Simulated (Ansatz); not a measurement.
# Cu: Cu → Pd

The parent structure is Cu in the fcc (Cu type) structure (space group Fm-3m, No. 225; a = 3.5768 Å).

Perturbation: every Cu is replaced by Pd; the structure is relaxed again.

Method: DFT with r2SCAN, PAW potentials and a 500 eV plane-wave cutoff in Ansatz (a program for electronic structure), spin-orbit coupling left out. k-mesh 20×20×20 (Γ-centred); smearing 0.05 eV (Fermi–Dirac), for the changed cell.

```
quantity                                  base          changed        shift
-----------------------------  ---------------  ---------------  -----------
volume per atom                       11.44 Å³         14.93 Å³     +3.49 Å³
density                             9.22 g/cm³      11.84 g/cm³  +2.62 g/cm³
lattice parameter a                    3.577 Å          3.908 Å    +0.3316 Å
space group                    Fm-3m (No. 225)  Fm-3m (No. 225)            –
shortest interatomic distance          2.529 Å          2.764 Å    +0.2345 Å
band gap                                  zero             zero            –
```

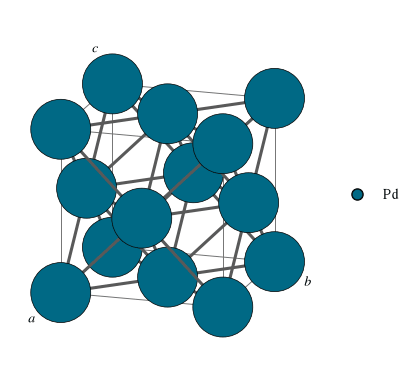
Fig. 1. The relaxed conventional cell after the change

Cost of the whole job for the changed cell (relaxation, final SCF and bands): very roughly 100 core-seconds.

Stability against distortions was not tested. The final runs are not spin-polarised. Pd lies near a magnetic instability that expansion can trigger; it was not tested. Pd has a high density of states at the Fermi level and may be magnetic at this level.
